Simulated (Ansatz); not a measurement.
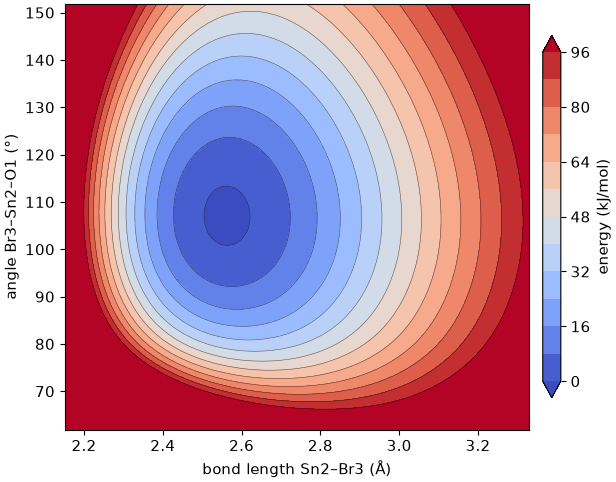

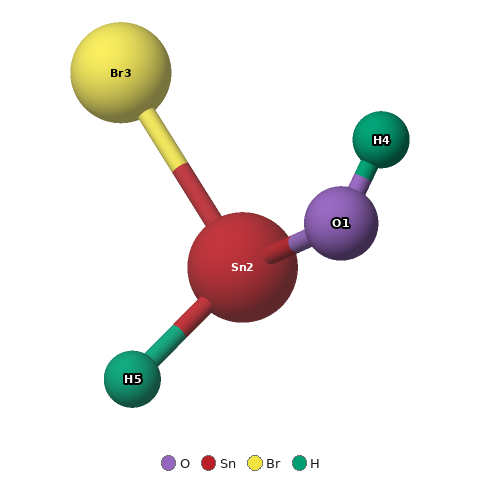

Energy landscape of BrH₂OSn, SMILES [OH][SnH][Br], spin multiplicity 2. Coordinates scanned: (1) bond length Sn2–Br3; (2) angle Br3–Sn2–O1. Nothing is relaxed (all other coordinates rigid). Grid: 11 × 11 points. Points are written as (first, second). Energies are in kJ/mol, from the lowest grid point. Computed with UKS PBE-D4/def2-SVP (Ansatz).

In the figure: filled contours, one colour for all values above the top of the scale. Between grid points the surface is interpolated. The second picture is the structure at the lowest point.

> Where are the wells?

The lowest grid point is at (2.504 Å, 107°). No other kind of well shows on this grid. The highest grid point, (2.151 Å, 62°), lies 419 kJ/mol above the lowest. Round the minimum the two coordinates are nearly uncoupled.

Time for the 121 points that were run: 14 min on 1 thread of Arm Neoverse V2 (shared host).
